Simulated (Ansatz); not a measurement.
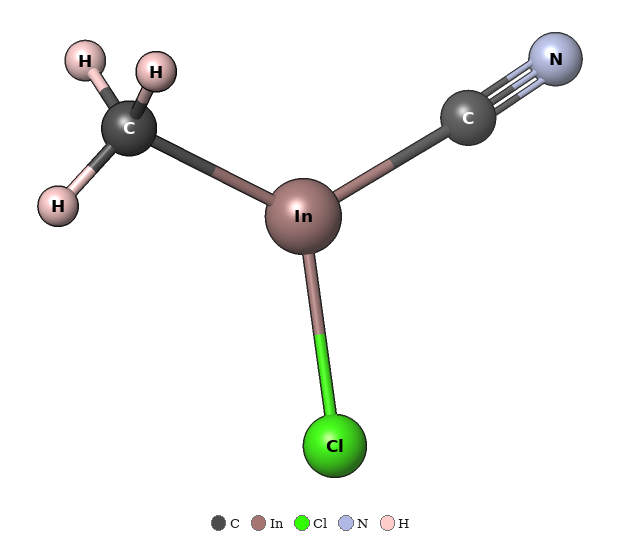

Starting geometry of the run.

Ansatz 0.2.0 input:

```yaml
crystal:
  periodic: [false, false, false]
  atoms:
    - {symbol: C, position_ang: [-1.004901, -1.102343, -0.232919]}
    - {symbol: In, position_ang: [0.625796, 0.144136, 0.299340]}
    - {symbol: Cl, position_ang: [2.386140, -0.630536, 1.598289]}
    - {symbol: C, position_ang: [0.917448, 2.176511, -0.219419]}
    - {symbol: N, position_ang: [1.026727, 3.281809, -0.530890]}
    - {symbol: H, position_ang: [-1.907748, -0.736444, 0.256898]}
    - {symbol: H, position_ang: [-0.800104, -2.122593, 0.085239]}
    - {symbol: H, position_ang: [-1.151356, -1.067441, -1.312340]}
basis:
  gaussian: {orbitals: def2-SVP, final_grid: {core_spheres: 5, valence_spheres: 4, degree: 11}}
hamiltonian: {xc: {name: rPW86-PBE}, dispersion: d3bj}
scf: {lower_state_search: off}
output: {forces: true}
```

It was started with:

```sh
ansatz run in.yaml --threads 2 --pin off --events-out ev --progress --plain --max-ram 22528MiB --backend cpu
```

Output:

```
Functional definition: rPW86-PBE
  name "rPW86-PBE"
  cite "Murray, Lee & Langreth, J. Chem. Theory Comput. 5, 2754 (2009) doi:10.1021/ct900365q"
  cite "Perdew, Burke & Ernzerhof, Phys. Rev. Lett. 77, 3865 (1996) doi:10.1103/PhysRevLett.77.3865"
  parent pbe
  exchange = rpw86_x
  correlation = pbe_c
these checks for a lower state are left out or cut short: stability, starts, cluster_reference, orbital_swaps, neighbouring_geometries, increment
1173 factors; their error is unknown
mean field evaluation 1: about -21312.9674 eV, gradient 7.3e1 eV
mean field evaluation 2: about -21216.8930 eV, gradient 1.6e2 eV
mean field evaluation 4: about -21326.1633 eV, gradient 1.6e1 eV
mean field evaluation 8: about -21327.0409 eV, gradient 3.1e-1 eV
mean field evaluation 16: about -21326.9837 eV, gradient 4.1e-4 eV
mean field -21326.98372134 eV, -783.7521958103 hartree, gradient 2.1e-6 eV, S^2 0.000000; 0 other end points of the search recorded, 0 dependent functions left out
the calculation of the forces begins
reference -21326.98382769 eV, -783.7521997187 hartree; 30, 30 occupied and 71, 71 virtual orbitals, 1173 factors
Total energy: -21327.15705541 eV, -783.7585657202 hartree
Atom 0 at    -1.004901    -1.102343    -0.232919 Å, force    -0.042429    -0.106687    -0.054637 eV/Å
Atom 1 at     0.625796     0.144136     0.299340 Å, force    -0.416301     0.243179    -0.273717 eV/Å
Atom 2 at     2.386140    -0.630536     1.598289 Å, force     0.761734    -0.361440     0.553389 eV/Å
Atom 3 at     0.917448     2.176511    -0.219419 Å, force    -0.277167    -2.011487     0.501137 eV/Å
Atom 4 at     1.026727     3.281809    -0.530890 Å, force     0.383089     2.497317    -0.662915 eV/Å
Atom 5 at    -1.907748    -0.736444     0.256898 Å, force    -0.545370     0.088345     0.266320 eV/Å
Atom 6 at    -0.800104    -2.122593     0.085239 Å, force     0.198680    -0.405218     0.182436 eV/Å
Atom 7 at    -1.151356    -1.067441    -1.312340 Å, force    -0.062236     0.055991    -0.512013 eV/Å
Dipole moment:    -0.595491    -0.721214    -0.102686 e Å
Checks for a lower state left out: stability, starts, cluster_reference, orbital_swaps, neighbouring_geometries, increment
```

Self-consistency was reached.
